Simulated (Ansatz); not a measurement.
Base system: Bi₂Te₃ in the Bi2Te3 type structure (space group R-3m, No. 166; a = 4.396 Å, c = 31.389 Å (hexagonal axes)). Axes: x lies along a and z along c of the hexagonal cell.

The change: the cell is stretched by 3.43 % along y with no lateral relaxation, atoms relaxed at fixed cell.

Level of theory: r2SCAN+rVV10 in Ansatz (plane waves to 500 eV, PAW, no spin-orbit coupling), earlier PAW set.

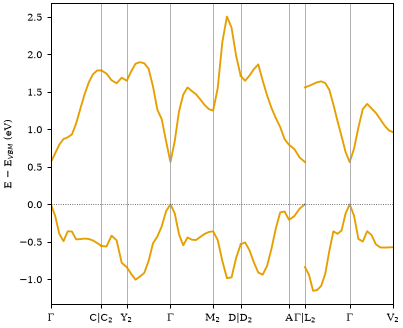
*Highest valence and lowest conduction band along the path of the changed cell's own zone*

**Question.** From the figure, how large is the changed gap, and is it direct?

**Answer.** About 0.56 eV, direct at Γ.

With Bi and Te present, leaving out spin-orbit coupling can change the band edges. The cells carry an imposed strain or load. No phonon test of stability was made. k-point labels follow each cell's own Brillouin zone.

Ansatz is an electronic-structure program.
